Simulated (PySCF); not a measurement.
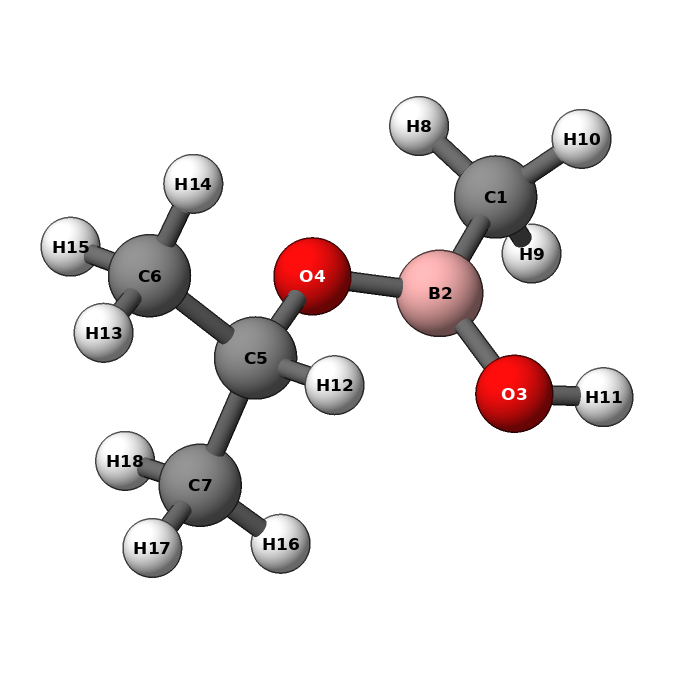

The geometry was computed by an optimisation with PBE0-D3(BJ)/def2-SVP. No frequency run is at hand to confirm it as a minimum. Method: GIAO PBE0/pcSseg-1 NMR shielding, non-relativistic, gas phase (PySCF 2.14.0). Principal shieldings σ11 ≤ σ22 ≤ σ33, span Ω = σ33 − σ11, skew κ = 3(σiso − σ22)/Ω.

> Which C atom has the most anisotropic shielding?

C5, with a span of 69 ppm.

Give the shielding tensors of the C atoms.

```tsv
atom	σ11	σ22	σ33	σiso	Ω	κ
C1	177.2	182.6	196.7	185.5	19.4	0.45
C5	88.4	111.7	157.2	119.1	68.8	0.32
C6	141.1	151.3	184.2	158.9	43.1	0.53
C7	140.1	152.7	184.7	159.1	44.6	0.43
```

Shieldings and span in ppm.
